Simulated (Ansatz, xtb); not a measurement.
# Redistribution: CH6O3Si + SiH(CH3)(SiH3)2 → CH8O2Si2 + SiH(CH3)(OH)(SiH3)

Species: CH6O3Si `CO[SiH](O)O`, singlet; SiH(CH3)(SiH3)2, singlet; CH8O2Si2 `CO[SiH](O)[SiH3]`, singlet; SiH(CH3)(OH)(SiH3), singlet. The partners trade OH for SiH3; both sit on Si, so the bond types are kept.

Shapes, held fixed at every level: PBE0-D4/def2-TZVP. Flexible molecules stand in one conformer, not always the lowest. Programs: Ansatz 0.2.0, xtb 6.7.1. The zero-point and thermal change to 298 K, harmonic and unscaled (PBE0-D4/def2-TZVP), is -1.3 kJ/mol.

```tsv
level	kind	ΔH(298 K) (kJ/mol)	less CCSD(T)/CBS estimate
GFN0-xTB	semi-empirical	-8.1	-58.2
HF/def2-SVP	Hartree–Fock	+52.2	+2.1
r2SCAN-D4/def2-TZVPP	meta-GGA	+51.6	+1.5
PBE0-D4/def2-TZVPP	global hybrid	+50.7	+0.6
wB97X-V/def2-TZVPP	range-separated hybrid	+46.3	-3.8
B2PLYP/def2-TZVPP	double hybrid	+46.6	-3.5
CCSD/def2-SVP	coupled cluster or CI	+55.4	+5.3
CCSD(T)/CBS estimate	coupled cluster or CI	+50.1	0.0
```

The highest level, CCSD(T)/CBS estimate, gives ΔH(298 K) = +50.1 kJ/mol; the levels span -8.1 to +55.4. They disagree on the sign: 7 of 8 are positive. GFN0-xTB strays far from the other rows. The column of differences is taken from that level and isn't an error. No measured value is set beside it here. The CBS estimate extrapolates MP2 from def2-TZVPP and def2-QZVPP and adds CCSD(T) − MP2 in the triple-zeta set, cores frozen.

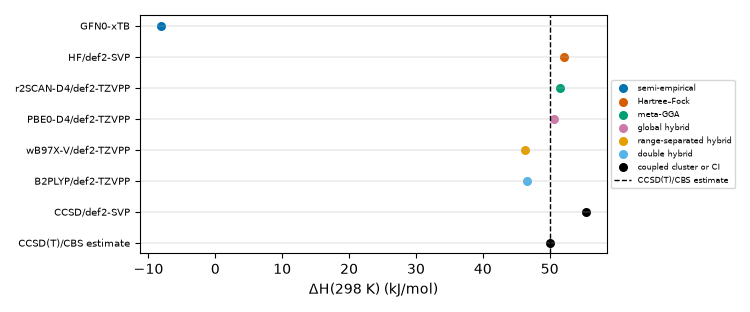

The values of the table, level by level.
